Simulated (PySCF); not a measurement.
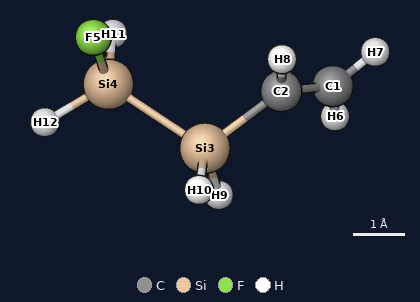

Fig. 1: The starting structure (ball-and-stick view, seen at a tilt; atoms are numbered from 1 in the order of the input).

# Geometry relaxation of C₂H₇FSi₂

The run: geometry relaxation of C₂H₇FSi₂, SMILES C=C[SiH2][SiH2]F. Method and program: PBE0-D3(BJ)/def2-SVP geometry optimisation, gas phase (PySCF 2.14.0).

## What the program printed
```
step   0  E = -758.51424845  max force = 0.016597
step   1  E = -758.51949949  max force = 0.008215
step   2  E = -758.52034814  max force = 0.001345
step   3  E = -758.52036681  max force = 0.000448
step   4  E = -758.52037570  max force = 0.000332
optimisation converged
```

## Trajectory as extended XYZ (Å, eV, eV/Å), 5 frames, from step=0 to step=4
```
12
Properties=species:S:1:pos:R:3:forces:R:3 step=0 energy=-20640.22402
C     2.2869   -0.3985   -0.5257    0.1779  -0.2100   0.0464
C     1.2028    0.3350   -0.3266   -0.8186   0.0700   0.2833
Si   -0.1445   -0.0464    0.9341    0.8442   0.1350  -0.3322
Si   -2.0927   -0.6860   -0.1273   -0.4688   0.2840  -0.2812
F    -2.6187    0.5630   -1.0108    0.0115   0.8535  -0.3868
H     2.4861   -1.2811    0.0610    0.1292  -0.5594   0.3443
H     3.0272   -0.1576   -1.2740    0.3744   0.2058  -0.4060
H     1.0579    1.2116   -0.9488   -0.0886   0.4083  -0.2850
H     0.3390   -1.1160    1.8195    0.0953  -0.4681   0.2744
H    -0.3146    1.1582    1.7635   -0.3361   0.3541   0.2290
H    -1.9881   -1.7476   -1.1257    0.3710  -0.7095  -0.1689
H    -3.2401   -0.9563    0.7348   -0.2915  -0.3637   0.6828
12
Properties=species:S:1:pos:R:3:forces:R:3 step=1 energy=-20640.36690
C     2.1591   -0.5863   -0.6267    0.0290  -0.0285  -0.0230
C     1.0711    0.1657   -0.4247    0.0344   0.1088   0.0348
Si   -0.2311   -0.1946    0.8684   -0.1297   0.0714  -0.0265
Si   -2.2605   -0.7156   -0.1962    0.4224  -0.1480   0.2185
F    -2.7030    0.5936   -1.0734   -0.0993  -0.2095   0.0341
H     2.3675   -1.4805   -0.0270    0.0011   0.0316   0.0030
H     2.8955   -0.3436   -1.4026   -0.0393  -0.0196   0.0150
H     0.9228    1.0471   -1.0646   -0.0028  -0.0301   0.0161
H     0.2108   -1.3425    1.7227   -0.0274  -0.0147  -0.0195
H    -0.4996    0.9927    1.7422    0.1040   0.0090   0.0005
H    -2.0263   -1.8966   -1.0841   -0.1754   0.1166  -0.1300
H    -3.3161   -1.0670    0.8015   -0.1171   0.1130  -0.1231
12
Properties=species:S:1:pos:R:3:forces:R:3 step=2 energy=-20640.39000
C     2.1620   -0.5780   -0.6218   -0.0002  -0.0035  -0.0193
C     1.0790    0.1822   -0.4237    0.0101   0.0132   0.0341
Si   -0.2193   -0.1890    0.8697   -0.0619   0.0445   0.0004
Si   -2.2477   -0.7403   -0.1817    0.0691  -0.0575   0.0302
F    -2.7240    0.5526   -1.0591   -0.0163   0.0325  -0.0292
H     2.3673   -1.4628   -0.0084    0.0026  -0.0018  -0.0109
H     2.8938   -0.3531   -1.4058    0.0062   0.0096   0.0071
H     0.9284    1.0598   -1.0666   -0.0044  -0.0201  -0.0124
H     0.2288   -1.3398    1.7162   -0.0068  -0.0139  -0.0098
H    -0.4656    0.9988    1.7483    0.0151  -0.0096  -0.0015
H    -2.0738   -1.8925   -1.1161   -0.0060  -0.0002  -0.0114
H    -3.3384   -1.0652    0.7846   -0.0075   0.0066   0.0228
12
Properties=species:S:1:pos:R:3:forces:R:3 step=3 energy=-20640.39050
C     2.1654   -0.5748   -0.6266   -0.0086  -0.0057   0.0082
C     1.0796    0.1792   -0.4185    0.0117   0.0138  -0.0068
Si   -0.2230   -0.1874    0.8724   -0.0025  -0.0031  -0.0039
Si   -2.2467   -0.7443   -0.1794    0.0104  -0.0230   0.0033
F    -2.7238    0.5451   -1.0632   -0.0068   0.0167  -0.0146
H     2.3795   -1.4647   -0.0239   -0.0045   0.0037   0.0077
H     2.8941   -0.3367   -1.4095   -0.0034   0.0023  -0.0038
H     0.9259    1.0553   -1.0622   -0.0072   0.0096  -0.0029
H     0.2200   -1.3400    1.7193   -0.0063  -0.0101  -0.0017
H    -0.4656    1.0014    1.7496    0.0084  -0.0032  -0.0012
H    -2.0767   -1.8989   -1.1121    0.0025  -0.0019   0.0041
H    -3.3385   -1.0616    0.7897    0.0065   0.0009   0.0117
12
Properties=species:S:1:pos:R:3:forces:R:3 step=4 energy=-20640.39075
C     2.1621   -0.5710   -0.6272    0.0033   0.0046   0.0010
C     1.0785    0.1863   -0.4214   -0.0007  -0.0037  -0.0005
Si   -0.2218   -0.1864    0.8699    0.0048   0.0007  -0.0043
Si   -2.2441   -0.7486   -0.1781   -0.0171   0.0045  -0.0048
F    -2.7281    0.5396   -1.0615    0.0001  -0.0059  -0.0004
H     2.3711   -1.4605   -0.0221    0.0031   0.0032   0.0018
H     2.8937   -0.3357   -1.4083   -0.0028  -0.0018  -0.0055
H     0.9243    1.0624   -1.0652    0.0011   0.0043   0.0029
H     0.2221   -1.3428    1.7117    0.0001  -0.0034  -0.0035
H    -0.4621    0.9993    1.7511   -0.0021  -0.0001   0.0059
H    -2.0748   -1.9031   -1.1110    0.0028  -0.0014   0.0077
H    -3.3304   -1.0670    0.7977    0.0074  -0.0010  -0.0002
```

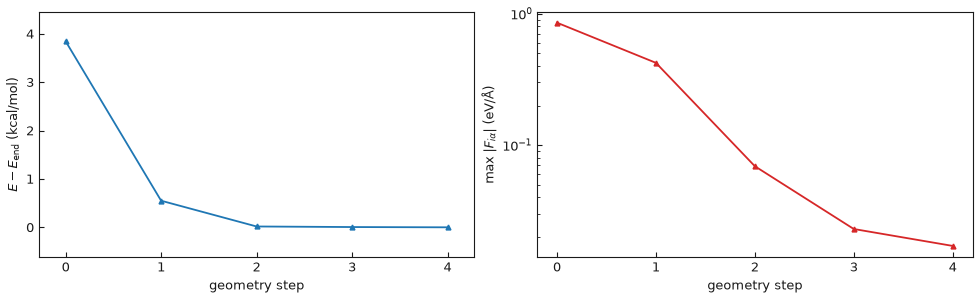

Fig. 2: Progress of the relaxation, step by step (steps are counted from 0).

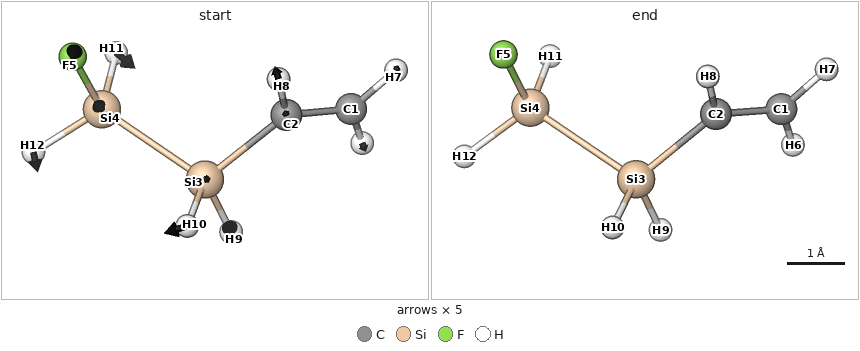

Fig. 3: Before (left) and after (right) the relaxation, at one scale (ball-and-stick view, seen at a tilt). The black arrows give the displacements, magnified 5 times. Over 4 geometry steps the energy falls by 3.84 kcal/mol. The largest force component goes from 0.85 to 0.017 eV/Å. The atom that moves furthest after the best rigid fit is H11 (0.097 Å). Largest moves by element: H 0.097 Å, F 0.090 Å, Si 0.063 Å, C 0.019 Å. Among the contacts that change: Si3–Si4 2.309 → 2.346 Å, Si4–H11 1.461 → 1.494 Å, Si3–H10 1.472 → 1.497 Å, C1–H6 1.078 → 1.096 Å. Among the angles that change: F5–Si4–H11 102.2° → 107.8°, Si3–Si4–H11 117.1° → 111.5°, Si4–Si3–H10 112.8° → 108.3°. (Atoms are counted from 1 in the order of the input.)

The run was set up as follows.

## Input file
```
{"job": {"kind": "geom", "xc": "PBE0", "basis": "def2-SVP", "d3": "d3bj", "grid": 1, "maxiter": 40}, "charge": 0, "multiplicity": 1}
C      2.286858    -0.398481    -0.525670
C      1.202798     0.335041    -0.326643
Si    -0.144521    -0.046441     0.934060
Si    -2.092685    -0.685992    -0.127284
F     -2.618659     0.563023    -1.010836
H      2.486152    -1.281055     0.061019
H      3.027203    -0.157611    -1.273970
H      1.057874     1.211566    -0.948825
H      0.338993    -1.115963     1.819523
H     -0.314591     1.158153     1.763494
H     -1.988137    -1.747614    -1.125726
H     -3.240086    -0.956318     0.734832
```

The first line tells a small driver script what to run in PySCF; the rest is the geometry in Å.

Launched with:
```bash
OMP_NUM_THREADS=1 python <driver script> task.json out
```

## Key numbers

```json
{"quantity": "outcome", "value": "converged"}
{"quantity": "total energy", "value": "−758.520376 hartree"}
{"quantity": "dipole moment", "value": "1.63 D"}
{"quantity": "point group", "value": "C1"}
{"quantity": "hardware", "value": "1 CPU thread, shared host"}
{"quantity": "wall time", "value": "21 s"}
{"quantity": "peak memory", "value": "0.46 GiB"}
```
